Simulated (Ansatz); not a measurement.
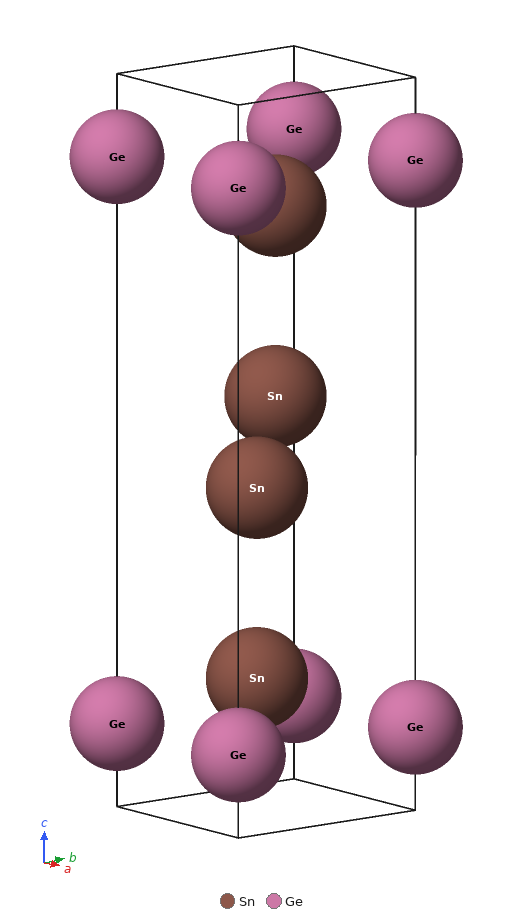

A spheres-only rendering, viewed slightly off an axis. One simulation cell is framed, with atoms on its boundary repeated.

Input deck:
```yaml
crystal:
  lattice:
    - [4.4983658462, 0.0, 0.0]
    - [-2.2491829231, 3.8956990983, 0.0]
    - [0.0, 0.0, 11.0569377828]
  atoms:
    - { symbol: Sn, position: [0.3333333333, 0.6666666667, 0.5489662128] }
    - { symbol: Sn, position: [0.6666666667, 0.3333333333, 0.1910467549] }
    - { symbol: Sn, position: [0.6666666667, 0.3333333333, 0.4510337872] }
    - { symbol: Sn, position: [0.3333333333, 0.6666666667, 0.8089532451] }
    - { symbol: Ge, position: [0.0, 0.0, 0.8866970714] }
    - { symbol: Ge, position: [0.0, 0.0, 0.1133029286] }
basis:
  ecutwfc: 420
kpoints:
  mp_grid: { grid: [12, 12, 4] }
  band_path:
    path:
      - [[0.0, 0.0, 0.0], [0.5, 0.0, 0.0], [0.33333333, 0.33333333, 0.0], [0.0, 0.0, 0.0], [0.0, 0.0, 0.5], [0.5, 0.0, 0.5], [0.33333333, 0.33333333, 0.5], [0.0, 0.0, 0.5]]
      - [[0.5, 0.0, 0.5], [0.5, 0.0, 0.0]]
      - [[0.33333333, 0.33333333, 0.5], [0.33333333, 0.33333333, 0.0]]
    npoints: 14
hamiltonian:
  xc: pbe
scf:
  occupations: { method: gaussian, width: 0.1 }
  n_extra_bands: 15
output:
  forces: true
  stress: true
  eigenvalues: true
  populations: true
  dos: { projected: true, de: 0.02, nscf_kmesh: { grid: [15, 15, 5] } }
  bader: true
  write_density: true
  write_potential: true
  elf: true
  volumetric_format: npy
```
Run as:
```sh
ansatz run input.yaml --threads 1 --pin off --max-ram 2560MiB --backend cpu --events-out ev --progress --plain --runs-dir out
```

Electronic-structure method: DFT PBE, scalar-relativistic, plane waves, PAW (Ansatz 0.2.0). Parameters: a basis cut at 420 eV, k-point mesh 12×12×4, Gaussian smearing of 0.1 eV, no spin polarisation.

### How are the electrons shared out in a Bader analysis?

Sn -0.02 to +0.24 e; Ge -0.22 e. Little charge moves, as in a metallic or covalent solid.

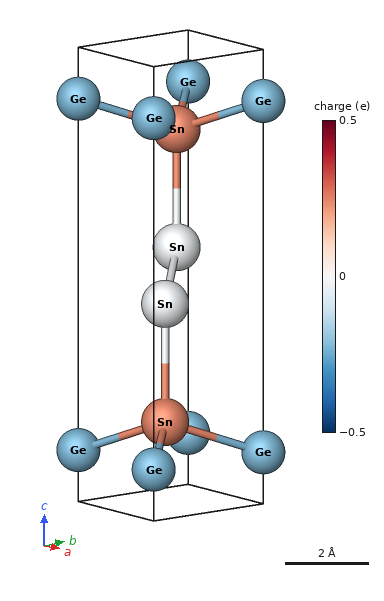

The atoms coloured by those charges.

Its origin is a structure type filled with these elements by a generator (whether the compound takes this form wasn't checked). Earlier steps of the study may have refined or changed the cell and positions. Ansatz was used for an electronic-structure calculation on it.
